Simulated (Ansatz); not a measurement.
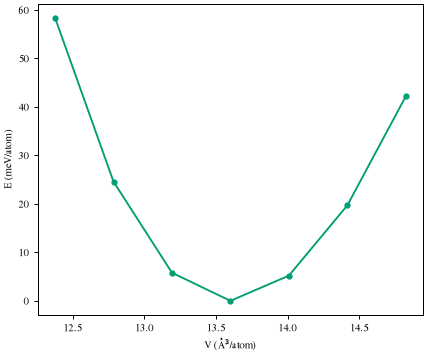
TiSi$_{2}$ in space group Cmcm (No. 63; Ti on 4c, Si on 4c, Si on 4c) under volume change, LDA (plane waves, PAW; program Ansatz), shape and atoms relaxed at each volume.

Q: What does a third-order Birch–Murnaghan fit give for V₀, B₀ and B′?

A: V₀ = 13.60 Å³/atom, B₀ = 143 GPa, B′ = 4.3.

The cell was relaxed with LDA under the symmetry of its start. The run is not spin-polarised.

Potentials: the earlier of the program's two PAW sets. The files were generated under PBE; for other functionals the program regenerates the frozen cores, and for LDA and PBEsol the local potential too.
